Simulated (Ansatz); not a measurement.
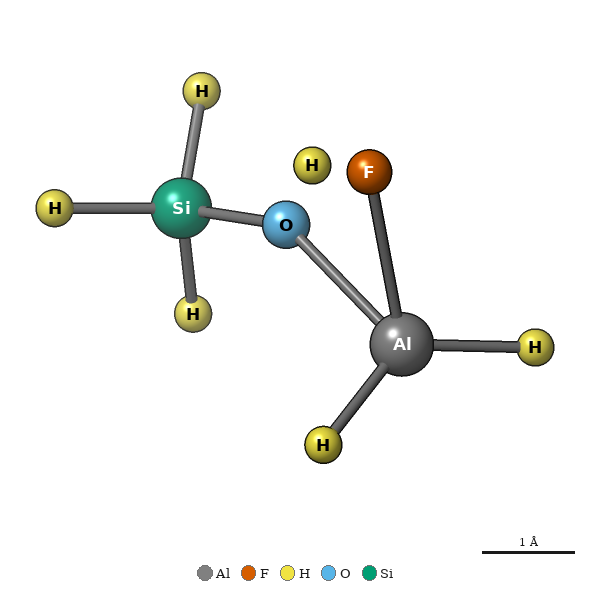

The picture shows the input geometry.

The calculation was set up as follows.

```yaml
crystal:
  periodic: [false, false, false]
  atoms:
    - {symbol: Al, position_ang: [-0.242342, -1.942927, 0.035236]}
    - {symbol: F, position_ang: [1.809409, -1.496491, -0.177563]}
    - {symbol: H, position_ang: [-0.788112, -2.537002, -1.314374]}
    - {symbol: H, position_ang: [-0.551130, -2.303888, 1.535757]}
    - {symbol: H, position_ang: [1.298511, -0.407290, -0.218319]}
    - {symbol: O, position_ang: [0.172118, 0.183829, -0.187003]}
    - {symbol: Si, position_ang: [-0.304589, 1.765669, 0.032667]}
    - {symbol: H, position_ang: [0.194841, 2.310893, 1.332193]}
    - {symbol: H, position_ang: [0.210169, 2.621494, -1.080740]}
    - {symbol: H, position_ang: [-1.798876, 1.805614, 0.042146]}
basis:
  gaussian: {orbitals: def2-SVP}
hamiltonian: {xc: pbe0, dispersion: d4}
saddle:
  f_tol: 0.03
  max_steps: 150
  mode_guess:
    - [-0.7819, 0.7649, -0.0012]
    - [0.5477, 1.1164, -0.1347]
    - [0.0000, 0.0000, 0.0000]
    - [0.0000, 0.0000, 0.0000]
    - [1.3096, -1.3694, 0.0092]
    - [-1.0755, -0.5119, 0.1266]
    - [0.0000, 0.0000, 0.0000]
    - [0.0000, 0.0000, 0.0000]
    - [0.0000, 0.0000, 0.0000]
    - [0.0000, 0.0000, 0.0000]
```

What the program printed (its end):

```
mean field -19317.93797828 eV, -709.9211265330 hartree, gradient 2.2e-6 eV, S^2 0.000000; 0 other end points of the search recorded, 0 dependent functions left out
the calculation of the forces begins
reference -19317.93801796 eV, -709.9211279914 hartree; 25, 25 occupied and 69, 69 virtual orbitals, 944 factors
saddle step 150: F+E_penalty+E_count = -19318.04695770 eV  max|allowed force component| = 1.280e-1 eV/Å  curvature = +0.0320 eV/Å²  mode residual = 1.22e-1 eV/Å²  Δτ_max = 0.0554 Å  (1 rotations, 4 force calls, 73 SCF iters)  cluster: 3 rotations left out, max|force component along them| = 1.021e-8 eV/Å
Error: the saddle search did not converge after 150 steps: max|allowed force component| = 1.28e-1 eV/Å (threshold 3.0e-2). At the last step the curvature along the mode is +0.032 eV/Å² (extrapolated from the last rotation, not read by a force call), not resolved as negative, so the search is still climbing. That curvature's residual is 1.22e-1 eV/Å². Where the curvature misses the negative of `saddle.curvature_tol` by less than that, a larger `saddle.rotation.max_rotations` or a tighter `saddle.rotation.residual_tol` may find a negative one. To go on, start nearer the saddle, give a better `saddle.mode_guess`, or set a larger `saddle.max_steps` (a set value also replaces the default of 250 for a search that goes on from a second negative curvature), or search again from the last step's geometry and mode. From 143 of its steps before the last this search moved with no negative curvature along its mode to follow. A search started from a geometry of this one does not count those moves and, where it converges, warns only of its own. With `saddle.order_check` unset, a search from the last step can check the order less strictly than this one. `saddle.order_check: true` asks for the full check and warns where it cannot tell. Where this run's directory can be resumed (`checkpoint.write`), a resume goes on for up to `saddle.max_steps` more
F+E_penalty+E_count at the last step = -19318.04695770 eV
to start another search from the last step: its geometry and its mode (saddle.mode_guess, Cartesian), with saddle.order_check: true (the message says why):
  atoms:
    - { symbol: Al, position_ang: [-1.68138827, -0.82727993, 0.05845061] }
    - { symbol: F, position_ang: [6.94003006, -4.22675669, -0.69516746] }
    - { symbol: H, position_ang: [-1.86320323, -1.59830677, -1.31068235] }
    - { symbol: H, position_ang: [-1.15577594, -1.50301412, 1.39076191] }
    - { symbol: H, position_ang: [6.11117792, -3.94784966, -0.40812676] }
    - { symbol: O, position_ang: [-2.05015103, 0.83705237, 0.09451567] }
    - { symbol: Si, position_ang: [-1.67101753, 2.44050519, 0.19591890] }
    - { symbol: H, position_ang: [-0.83201738, 2.70187672, 1.40734981] }
    - { symbol: H, position_ang: [-0.88907058, 2.85324274, -1.01104902] }
    - { symbol: H, position_ang: [-2.90858502, 3.27043115, 0.27802870] }
  mode_guess:
    - [-0.17917942, 0.09665266, 0.01245346]
    - [0.41688712, -0.49049842, 0.06878882]
    - [-0.09987984, 0.10681298, -0.00286332]
    - [-0.08895980, 0.11333127, -0.01409290]
    - [0.52356419, 0.04125997, -0.14363644]
    - [-0.33091187, 0.06986931, 0.04692433]
    - [-0.11897290, 0.02662910, 0.01608272]
    - [-0.05765851, -0.07039681, -0.00340825]
    - [-0.06725286, -0.10489583, 0.00175690]
    - [0.00236390, 0.21123578, 0.01799469]
  order_check: true
```

The run did not converge.
